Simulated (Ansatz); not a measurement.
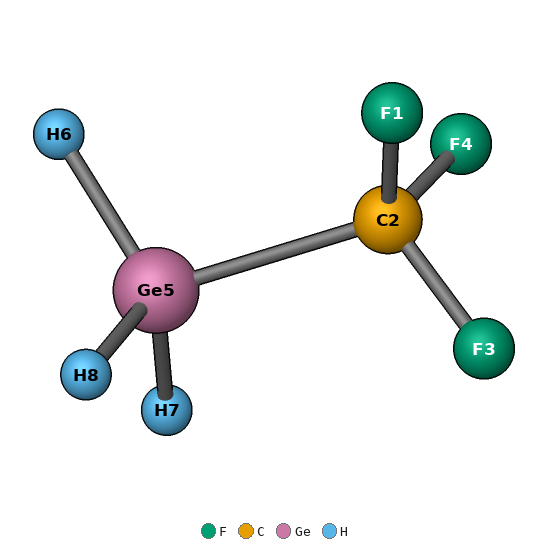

Harmonic vibrations computed with RKS PBE0-D4/def2-TZVP (Ansatz 0.2.0) at a stationary point of the same level.

### How many imaginary frequencies does it have?

A minimum: no imaginary frequency, and the lowest mode lies at 96 cm⁻¹.

### How many vibrational modes are there, and where do they lie?

18 modes: 96, 206, 206, 307, 494, 494, 584, 584, 739, 805, 872, 872, 1143, 1143, 1200, 2186, 2200, 2200 cm⁻¹.
